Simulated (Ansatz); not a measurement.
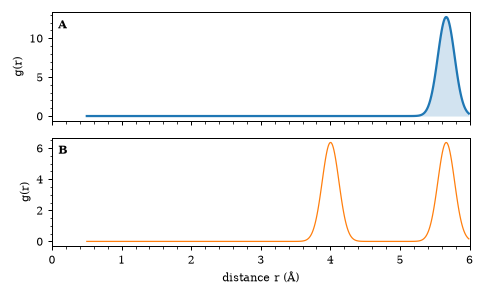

Partial pair correlation functions g(r) computed from the static structure of Cs4W, each distance broadened by a Gaussian of σ = 0.12 Å. Structure used: the end point of a relaxation with DFT PBE, scalar-relativistic, plane waves, PAW (Ansatz 0.2.0); the starting structure was generated, so it need not be a known form of this composition.

```
Cs W
1.0
     8.01561    0.00000    0.00000
     0.00000    8.01561    0.00000
     0.00000    0.00000    8.01561
Cs W
4 1
Direct
  0.50000 0.50000 0.50000
  0.00000 0.50000 0.50000
  0.50000 0.00000 0.50000
  0.50000 0.50000 0.00000
  0.00000 0.00000 0.00000
```

The panels are unlabelled. Name the pair for each.

Answer. panel A is Cs–W (first distance 5.67 Å); panel B is Cs–Cs (first distance 4.01 Å).

Tabulate the first and second shells, merging distances less than 0.12 Å apart and averaging over sites.

Answer.
```csv
pair,first shell (Å),neighbours in it,second shell (Å),neighbours in the second
Cs–W,5.67,3 W per Cs,beyond the range,–
Cs–Cs,4.01,3 Cs per Cs,5.67,6
```
